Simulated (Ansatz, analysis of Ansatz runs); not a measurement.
# Can an added electron hop between Fe atoms in NaFeF4 (P2_1/c)?, part 2 of 3

Question: does an added electron stay on the Fe atom where it is started in NaFeF4 (P2_1/c), and if so, how high is the barrier for a hop to another Fe site nearby? Model: a cell of 48 host atoms.

Ansatz 0.2.0; plane-wave PAW DFT, PBEsol+U; relaxation of all atoms of a supercell at fixed charge in a uniform background; PAW set soft_1.

So far. Step 2 (The cell without the carrier): The largest displacement from an ideal site is 0.006 Å.

## 3. The electron on the first site

The nearest neighbour or neighbours of the site start displaced and the site's starting moment is changed by the carrier's spin, since a carrier doesn't trap itself in the undistorted lattice.

Contents of A.relax/input.yaml:

```yaml
crystal:
  lattice:
    - [-1.43990755, 5.35346453, 7.42275051]
    - [6.44063, 0.0, 7.38338685]
    - [7.88053755, 5.35346453, -0.03936366]
  atoms:
    - { symbol: Na, position: [0.013558, 0.873924, 0.765788] }
    - { symbol: Na, position: [0.513597, 0.373888, 0.265882] }
    - { symbol: Na, position: [0.265296, 0.34646, 0.014172] }
    - { symbol: Na, position: [0.765419, 0.846457, 0.514045] }
    - { symbol: Na, position: [0.486216, 0.625688, 0.73516] }
    - { symbol: Na, position: [0.98616, 0.125603, 0.234856] }
    - { symbol: Na, position: [0.234382, 0.153054, 0.486734] }
    - { symbol: Na, position: [0.734498, 0.65305, 0.986809] }
    - { symbol: Fe, position: [0.064175, 0.634695, 0.193581], spin: 5.0 }
    - { symbol: Fe, position: [0.564086, 0.134704, 0.693532], spin: 5.0 }
    - { symbol: Fe, position: [0.193012, 0.607466, 0.564792], spin: 5.0 }
    - { symbol: Fe, position: [0.692922, 0.107498, 0.064701], spin: 5.0 }
    - { symbol: Fe, position: [0.435539, 0.864893, 0.307421], spin: -5.0 }
    - { symbol: Fe, position: [0.935556, 0.364912, 0.807282], spin: -5.0 }
    - { symbol: Fe, position: [0.30676, 0.892067, 0.936192], spin: -5.0 }
    - { symbol: Fe, position: [0.806689, 0.392122, 0.436158], spin: -4.0 }
    - { symbol: F, position: [0.479625, 0.645421, 0.043804] }
    - { symbol: F, position: [0.990425, 0.129645, 0.55102] }
    - { symbol: F, position: [0.043283, 0.330921, 0.980176] }
    - { symbol: F, position: [0.543165, 0.831151, 0.480224] }
    - { symbol: F, position: [0.020207, 0.854144, 0.457078] }
    - { symbol: F, position: [0.520061, 0.354149, 0.957099] }
    - { symbol: F, position: [0.456286, 0.168743, 0.520683] }
    - { symbol: F, position: [0.956489, 0.668652, 0.020668] }
    - { symbol: F, position: [0.29989, 0.884205, 0.742414] }
    - { symbol: F, position: [0.799822, 0.383499, 0.230231] }
    - { symbol: F, position: [0.241736, 0.073381, 0.300529] }
    - { symbol: F, position: [0.741858, 0.573399, 0.800561] }
    - { symbol: F, position: [0.199744, 0.615372, 0.75857] }
    - { symbol: F, position: [0.699816, 0.115386, 0.258457] }
    - { symbol: F, position: [0.25792, 0.426229, 0.200352] }
    - { symbol: F, position: [0.757851, 0.926275, 0.700264] }
    - { symbol: F, position: [0.130512, 0.818665, 0.014156] }
    - { symbol: F, position: [0.619576, 0.314447, 0.518486] }
    - { symbol: F, position: [0.013503, 0.536679, 0.631051] }
    - { symbol: F, position: [0.513512, 0.036621, 0.13115] }
    - { symbol: F, position: [0.369262, 0.680924, 0.486907] }
    - { symbol: F, position: [0.86917, 0.180975, 0.986713] }
    - { symbol: F, position: [0.486211, 0.962919, 0.869831] }
    - { symbol: F, position: [0.997221, 0.466866, 0.366324] }
    - { symbol: F, position: [0.200567, 0.592887, 0.364736] }
    - { symbol: F, position: [0.700487, 0.092861, 0.864716] }
    - { symbol: F, position: [0.364134, 0.341756, 0.701274] }
    - { symbol: F, position: [0.864117, 0.841764, 0.201168] }
    - { symbol: F, position: [0.29919, 0.90664, 0.13627] }
    - { symbol: F, position: [0.798334, 0.407916, 0.648246] }
    - { symbol: F, position: [0.135641, 0.157838, 0.799761] }
    - { symbol: F, position: [0.62565, 0.673871, 0.29121] }
total_charge: -1
basis:
  ecutwfc: 420
  xc_grid: 2
hamiltonian:
  xc: pbesol
  hubbard:
    sites: [{ species: Fe, l: d, u_eff: 4.0 }]
    projectors: ortho-atomic
  pseudopotentials: { kind: paw, azcp: { folder: soft_1 }, xc_functional: pbe }
kpoints:
  mp_grid: { grid: [1, 1, 1] }
magnetization:
  spin_polarized: true
  initial_magnetization: 1
  spin_locking: { lock_magnetization: hard }
scf:
  occupations: { method: fermi_dirac, width: 0.01 }
  max_iter: 120
  lower_state_search: "off"
output:
  forces: true
relax:
  f_tol: 0.015
  max_steps: 70
  escape_saddle: false
checkpoint:
  write: "../A.relax.run"
  compress: false
  write_wavefunctions: true
  write_every: 100000
```

Started as:

```
> ansatz run input.yaml --threads 4 --pin off --max-ram 9420MiB --backend cpu --events-out ev --progress --plain --runs-dir out
```

Numbers of over 12 decimals in the logs are rounded to 6 here.

What it wrote:

```text
[...]
Crystal: 48 atoms, lattice volume = 625.698 Å³
Basis set: ecut = 420 eV, 12241 PW (Γ), exchange–correlation on 128×144×128 points (8 copies of the dense FFT grid, shifted against one another)
Bands: 261, of which v1, the nominal top of the filled ones, is band 213 counted from 1 (212 counted from 0)
Symmetry: 1 space group operations
[...]
k-points: 1
[...]
Starting moments: Σ|m| = 39 μB on 8 of 48 sites
[...]
SCF iter   1: F=—  HF=-73119.882287 eV  |F-HF|=—  |Δ(HF+E_count)|=         —  Δρ=3.08e-1 (↑3.08e-1 ↓3.07e-1)  dr2=1.68e3  dr2_m=1.70e2  M=1.000 μB ∫|m|=10.936 μB  β_m=0.30  ethr=3.10e-3  ⟨swp⟩=6.0  Hψ=1777  notcnv=0  defer=47
[...]
SCF iter  19: F=-73020.435717 eV  HF=-73020.435715 eV  |F-HF|=1.32e-6  |Δ(HF+E_count)|=   2.14e-6  Δρ=1.99e-5 (↑1.99e-5 ↓9.81e-6)  dr2=2.71e-6  dr2_m=5.56e-7  M=1.000 μB ∫|m|=38.005 μB  ethr=1.32e-9  ⟨swp⟩=2.5  Hψ=1704  notcnv=0
SCF 1 converged in 19 iterations: F = -73020.435717 eV  dr2 = 2.71e-6
[...]
relax step   1: F+E_penalty+E_count = -73020.43571655 eV  Δ(F+E_penalty+E_count) = +0.000e0 eV  max|allowed force component| = 4.519e-1 eV/Å  Δτ_max = 0.0000 Å  (19 SCF iters, dr2 threshold 5.63e-6 eV, accepted)
[...]
relax step   2: F+E_penalty+E_count = -73020.56549762 eV  Δ(F+E_penalty+E_count) = -1.298e-1 eV  max|allowed force component| = 2.208e-1 eV/Å  Δτ_max = 0.0528 Å  (8 SCF iters, dr2 threshold 1.28e-5 eV, accepted)
relax step   3: F+E_penalty+E_count = -73020.62073022 eV  Δ(F+E_penalty+E_count) = -5.523e-2 eV  max|allowed force component| = 7.352e-2 eV/Å  Δτ_max = 0.0673 Å  (13 SCF iters, dr2 threshold 3.05e-6 eV, accepted)
relax step   4: F+E_penalty+E_count = -73020.63296189 eV  Δ(F+E_penalty+E_count) = -1.223e-2 eV  max|allowed force component| = 7.961e-2 eV/Å  Δτ_max = 0.0358 Å  (20 SCF iters, dr2 threshold 5.99e-7 eV, accepted)
relax step   5: F+E_penalty+E_count = -73020.64040848 eV  Δ(F+E_penalty+E_count) = -7.447e-3 eV  max|allowed force component| = 4.958e-2 eV/Å  Δτ_max = 0.0486 Å  (16 SCF iters, dr2 threshold 7.03e-7 eV, accepted)
relax step   6: F+E_penalty+E_count = -73020.64180992 eV  Δ(F+E_penalty+E_count) = -1.401e-3 eV  max|allowed force component| = 3.193e-2 eV/Å  Δτ_max = 0.0232 Å  (7 SCF iters, dr2 threshold 9.54e-7 eV, accepted)
relax step   7: F+E_penalty+E_count = -73020.64227290 eV  Δ(F+E_penalty+E_count) = -4.630e-4 eV  max|allowed force component| = 1.591e-2 eV/Å  Δτ_max = 0.0123 Å  (10 SCF iters, dr2 threshold 3.95e-7 eV, accepted)
SCF iter   1: F=—  HF=-73020.641253 eV  |F-HF|=—  |Δ(HF+E_count)|=         —  Δρ=1.91e-4 (↑1.91e-4 ↓1.85e-4)  dr2=3.84e-4  dr2_m=2.97e-5  M=1.000 μB ∫|m|=38.025 μB  β_m=0.30  ethr=6.96e-7  ⟨swp⟩=4.0  Hψ=1127  notcnv=0  defer=76
[...]
SCF iter  13: F=-73020.642417 eV  HF=-73020.642417 eV  |F-HF|=3.81e-8  |Δ(HF+E_count)|=   1.04e-6  Δρ=3.66e-6 (↑3.66e-6 ↓1.20e-6)  dr2=4.33e-8  dr2_m=1.73e-8  M=1.000 μB ∫|m|=38.025 μB  ethr=8.39e-12  ⟨swp⟩=4.0  Hψ=1791  notcnv=0
SCF 8 converged in 13 iterations: F = -73020.642417 eV  dr2 = 4.33e-8
relax step   8: F+E_penalty+E_count = -73020.64241743 eV  Δ(F+E_penalty+E_count) = -1.445e-4 eV  max|allowed force component| = 9.208e-3 eV/Å  Δτ_max = 0.0039 Å  (13 SCF iters, accepted)
NSCF: frozen V_eff on 1 k-points
[...]
SCF converged after 13 iterations
[...]
Magnetization: 1.0000 μB (213.0000 up, 212.0000 down)
Absolute magnetization: 38.0373 μB (∫|ρ↑−ρ↓|, with the PAW one-centre terms)
[...]
Per-site moments (μB) at R_I (Å): [(0.000427813, 0.903590), (0.000283079, 0.919442), (0.000197719, 0.918666), [... 45 left out ...]
Free energy (F): -73020.642417 eV
[...]
Internal energy: -73020.642417 eV  (E = F + TS)
E sigma→0 (E₀):  -73020.642417 eV
Fermi energy:    4.708132 (↑ 4.730237, ↓ 4.119781) eV
[...]
--- Forces (eV/Å), atoms counted from 1 ---
  atom   1  Na    -0.00010438     0.00031934    -0.00151583
  atom   2  Na     0.00066337     0.00236110     0.00122257
  [... 10 atoms left out ...]
  atom  13  Fe     0.00278131    -0.00027232     0.00369588
  [... 2 atoms left out ...]
  atom  16  Fe    -0.00466199    -0.00330480    -0.00262324
  [... 3 atoms left out ...]
  atom  20  F      0.00139768     0.00034016    -0.00054449
  [... 5 atoms left out ...]
  atom  26  F     -0.00006953     0.00021736     0.00116029
  [... 7 atoms left out ...]
  atom  34  F     -0.00053609    -0.00044031     0.00241008
  [... 2 atoms left out ...]
  atom  37  F     -0.00006477     0.00095040    -0.00229576
  [... 2 atoms left out ...]
  atom  40  F      0.00005271     0.00193658     0.00001151
  [... 4 atoms left out ...]
  atom  45  F     -0.00222821    -0.00281453    -0.00116930
  atom  46  F      0.00078023     0.00487883     0.00276819
  [... 1 atom left out ...]
  atom  48  F     -0.00119433     0.00202935    -0.00071170
  max |Σ_I F_I| component: 2.26e-5 eV/Å
--- Band table (eV) ---
[...]
Occupation matrices written to <dir>
--- Relaxed structure (8 steps of the walk, 8 accepted, 0 SCFs on fresh bases) ---
  F+E_penalty+E_count = -73020.64241743 eV   max|allowed force component| = 9.208e-3 eV/Å
  atoms:
    - { symbol: Na, position: [0.007707, 0.880084, 0.763181] }
    - { symbol: Na, position: [0.525828, 0.371370, 0.270525] }
    [... 10 atoms left out ...]
    - { symbol: Fe, position: [0.439116, 0.864645, 0.303194] }
    [... 2 atoms left out ...]
    - { symbol: Fe, position: [0.807879, 0.388371, 0.436188] }
    [... 3 atoms left out ...]
    - { symbol: F, position: [0.550098, 0.824997, 0.478738] }
    [... 5 atoms left out ...]
    - { symbol: F, position: [0.785218, 0.380147, 0.234859] }
    [... 7 atoms left out ...]
    - { symbol: F, position: [0.614825, 0.320753, 0.517507] }
    [... 2 atoms left out ...]
    - { symbol: F, position: [0.366781, 0.685440, 0.486606] }
    [... 2 atoms left out ...]
    - { symbol: F, position: [1.002822, 0.457693, 0.370627] }
    [... 4 atoms left out ...]
    - { symbol: F, position: [0.292087, 0.912010, 0.135533] }
    - { symbol: F, position: [0.800162, 0.406543, 0.645292] }
    [... 1 atom left out ...]
    - { symbol: F, position: [0.628536, 0.669966, 0.284915] }
```

The job ended after 69 s (4 threads of Intel Xeon at 2.60GHz (Ice Lake), shared host; peak memory 1.3 GiB).

The steps of the relaxation:

```
step  energy less that of the first step (eV)  largest force component (eV/Å)
   1                                   0.0000                          0.4519
   2                                  -0.1298                          0.2208
   3                                  -0.1850                          0.0735
   4                                  -0.1972                          0.0796
   5                                  -0.2047                          0.0496
   6                                  -0.2061                          0.0319
   7                                  -0.2066                          0.0159
   8                                  -0.2067                          0.0092
```

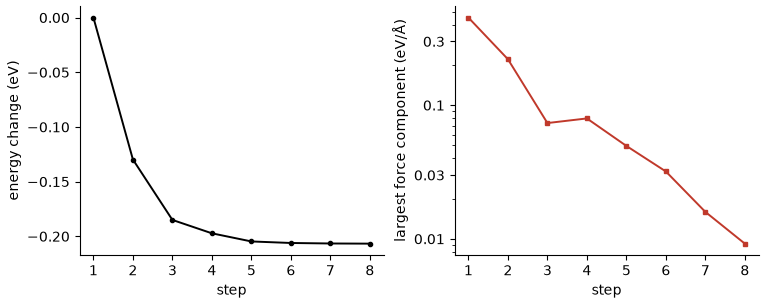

Energy and largest force along the relaxation.

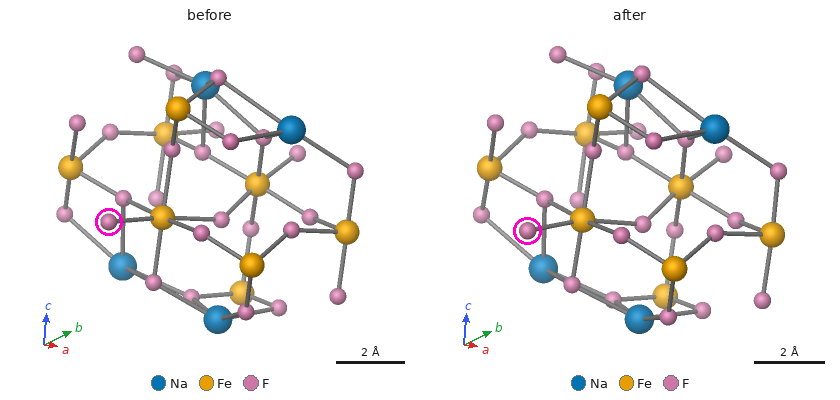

Before and after: the atoms that start within 5 Å of the centre. F18, which moves most, is ringed if it is among them.

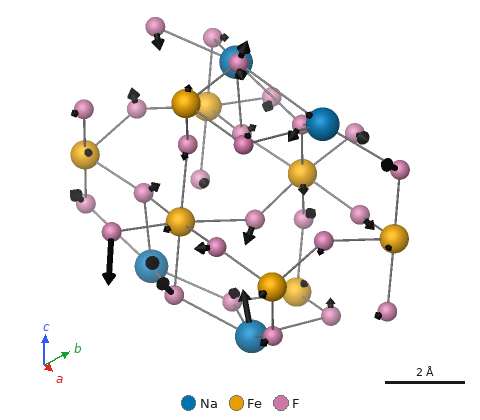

Displacements in the relaxation near the centre, exaggerated; the longest in the cell stands for 0.21 Å.

The atoms that moved most (Å):

```
atom      dx      dy      dz  length
 F18  -0.168  -0.122  -0.011   0.208
 Na6   0.126   0.104   0.063   0.175
 F31  -0.052  -0.006   0.143   0.152
 F26   0.036  -0.053  -0.133   0.148
 Na8   0.113   0.059  -0.057   0.140
 Na2   0.003   0.090   0.072   0.116
 F30   0.004  -0.031  -0.109   0.114
 F23   0.023  -0.012  -0.088   0.091
```

The moves above count from the input, in which the site's nearest neighbours were already displaced; the distances below compare with the cell without the carrier.

Distances from Fe16 without and with the electron:

```
atom  without (Å)  with (Å)
 F18         1.88      1.98
 F26         1.90      2.02
 F34         1.97      2.08
 F46         1.97      2.08
 F40         1.98      2.11
 F48         1.99      2.12
```

The largest changes of the moments are 0.56 μB on Fe16, 0.09 μB on F34 and 0.09 μB on F18. The largest part sits on the chosen site.

## 4. The electron on the second site

The same start is made on the second site, to get the end of the hop.

Contents of B.relax/input.yaml:

```yaml
crystal:
  lattice:
    - [-1.43990755, 5.35346453, 7.42275051]
    - [6.44063, 0.0, 7.38338685]
    - [7.88053755, 5.35346453, -0.03936366]
  atoms:
    - { symbol: Na, position: [0.013558, 0.873924, 0.765788] }
    - { symbol: Na, position: [0.513597, 0.373888, 0.265882] }
[... 10 atom lines left out ...]
    - { symbol: Fe, position: [0.435539, 0.864893, 0.307421], spin: -4.0 }
[... 2 atom lines left out ...]
    - { symbol: Fe, position: [0.806689, 0.392122, 0.436158], spin: -5.0 }
[... 17 atom lines left out ...]
    - { symbol: F, position: [0.63047, 0.318642, 0.51413] }
[... 2 atom lines left out ...]
    - { symbol: F, position: [0.365837, 0.669392, 0.49799] }
[... 8 atom lines left out ...]
    - { symbol: F, position: [0.799033, 0.406877, 0.636153] }
[... 1 atom line left out ...]
    - { symbol: F, position: [0.647669, 0.645411, 0.299079] }
total_charge: -1
basis:
  ecutwfc: 420
  xc_grid: 2
hamiltonian:
  xc: pbesol
  hubbard:
    sites: [{ species: Fe, l: d, u_eff: 4.0 }]
    projectors: ortho-atomic
  pseudopotentials: { kind: paw, azcp: { folder: soft_1 }, xc_functional: pbe }
kpoints:
  mp_grid: { grid: [1, 1, 1] }
magnetization:
  spin_polarized: true
  initial_magnetization: 1
  spin_locking: { lock_magnetization: hard }
scf:
  occupations: { method: fermi_dirac, width: 0.01 }
  max_iter: 120
  lower_state_search: "off"
output:
  forces: true
relax:
  f_tol: 0.015
  max_steps: 70
  escape_saddle: false
checkpoint:
  write: "../B.relax.run"
  compress: false
  write_wavefunctions: true
  write_every: 100000
```

What it wrote:

```text
[...]
Crystal: 48 atoms, lattice volume = 625.698 Å³
Basis set: ecut = 420 eV, 12241 PW (Γ), exchange–correlation on 128×144×128 points (8 copies of the dense FFT grid, shifted against one another)
Bands: 261, of which v1, the nominal top of the filled ones, is band 213 counted from 1 (212 counted from 0)
Symmetry: 1 space group operations
[...]
k-points: 1
[...]
Starting moments: Σ|m| = 39 μB on 8 of 48 sites
[...]
SCF iter   1: F=—  HF=-73119.882613 eV  |F-HF|=—  |Δ(HF+E_count)|=         —  Δρ=3.08e-1 (↑3.08e-1 ↓3.07e-1)  dr2=1.68e3  dr2_m=1.70e2  M=1.000 μB ∫|m|=10.932 μB  β_m=0.30  ethr=3.10e-3  ⟨swp⟩=6.0  Hψ=1771  notcnv=0  defer=47
[...]
F+E_penalty+E_count = -73020.64245550 eV   max|allowed force component| = 7.647e-3 eV/Å
  atoms:
    - { symbol: Na, position: [0.011147, 0.871039, 0.769459] }
    - { symbol: Na, position: [0.517068, 0.372913, 0.267040] }
[...]
- { symbol: Fe, position: [0.435550, 0.867583, 0.308391] }
[...]
- { symbol: Fe, position: [0.809481, 0.390370, 0.434148] }
[...]
- { symbol: F, position: [0.528757, 0.851884, 0.489406] }
[...]
- { symbol: F, position: [0.806462, 0.373289, 0.244024] }
    [... 7 atoms left out ...]
    - { symbol: F, position: [0.632340, 0.315788, 0.513765] }
    [... 2 atoms left out ...]
    - { symbol: F, position: [0.369908, 0.668907, 0.503357] }
    [... 2 atoms left out ...]
    - { symbol: F, position: [0.993868, 0.455140, 0.371458] }
    [... 4 atoms left out ...]
    - { symbol: F, position: [0.284505, 0.916306, 0.129308] }
    - { symbol: F, position: [0.797004, 0.409649, 0.634115] }
    [... 1 atom left out ...]
    - { symbol: F, position: [0.644744, 0.647770, 0.300864] }
[key lines of the parts left out:]
SCF converged after 7 iterations
Magnetization: 1.0000 μB (213.0000 up, 212.0000 down)
Free energy (F): -73020.642456 eV
Fermi energy:    4.708092 (↑ 4.730185, ↓ 4.119580) eV
```

Run time: 73 s. Hardware: 4 threads; peak memory 1.4 GiB.

Distances from Fe13 without and with the electron:

```
atom  without (Å)  with (Å)
 F20         1.88      1.97
 F27         1.90      2.02
 F36         1.97      2.08
 F48         1.97      2.08
 F37         1.98      2.11
 F45         1.99      2.11
```

The largest changes of the moments are 0.56 μB on Fe13, 0.09 μB on F36 and 0.09 μB on F20. The largest part sits on the chosen site.

(Part 2 of 3 ends here.)

[Logs are printed without paths, hosts, clocks, repeated set-up lines and the standing remarks that a program may print on its own settings, such as how far it seeks lower states.]

[Hosts, paths, dates, database ids (printed as entryN), source tags and the programs' standing remarks are cut or masked in the printed files.]
